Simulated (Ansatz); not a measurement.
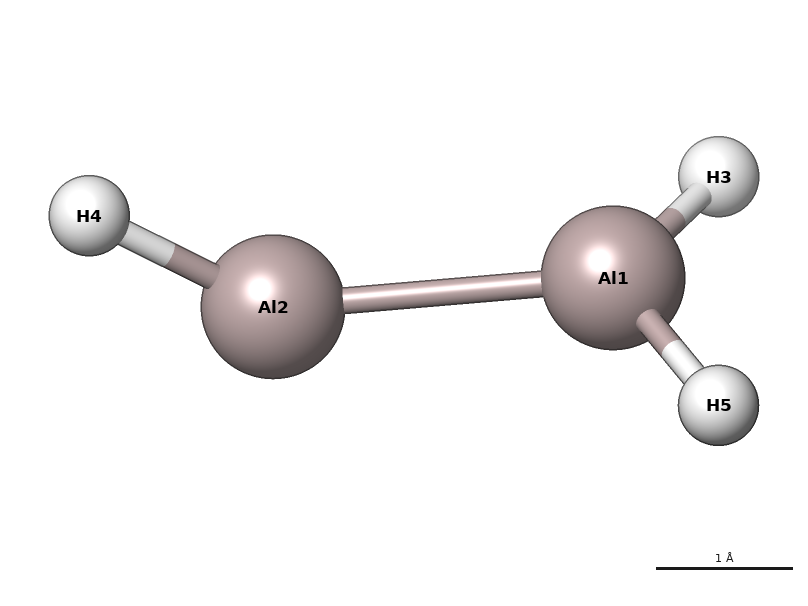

Numbered structure. The species is neutral and a spin doublet. The geometry was computed by an optimisation with PBE0-D4/def2-TZVP. No frequency run is at hand to confirm it as a minimum.

How are the neighbours of atom 2 arranged?

Answer. Al2 has 2 neighbours (Al1 at 2.52, H4 at 1.60 Å); the arrangement is bent.
